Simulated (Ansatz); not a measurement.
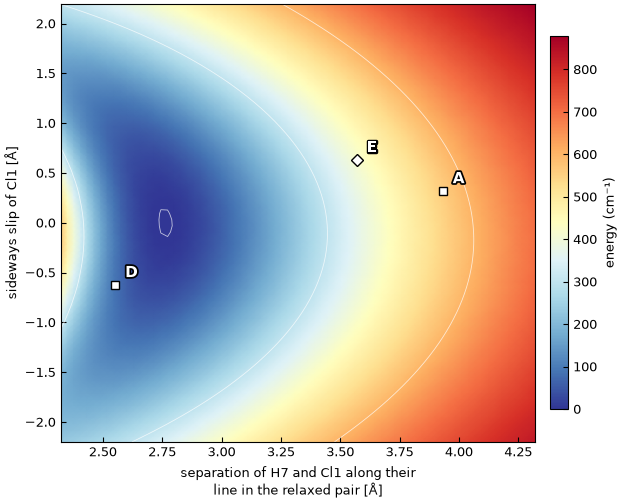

The pair Cl···C₂H₄, charge −1. First axis: separation of H7 and Cl1 along their line in the relaxed pair. Second axis: sideways slip of Cl1. Nothing is relaxed (both partners rigid). The grid has 15 × 15 points. Points are written as (first, second). Energies are in cm⁻¹, from the lowest grid point. Method: RHF/def2-SVPD in Ansatz 0.2.0.

Drawn: a smooth colour map with a few white contour lines, lettered points. Between grid points the surface is interpolated.

Q: Rank the lettered points by energy, lowest first.

A: D (88 cm⁻¹), E (414 cm⁻¹), A (558 cm⁻¹).

Q: What kind of point is each of A, D, E: minimum, saddle, maximum or slope?

A: A: on a slope; D: on a slope; E: on a slope. (In these two coordinates alone; a stationary point may lie a little off the grid point.)
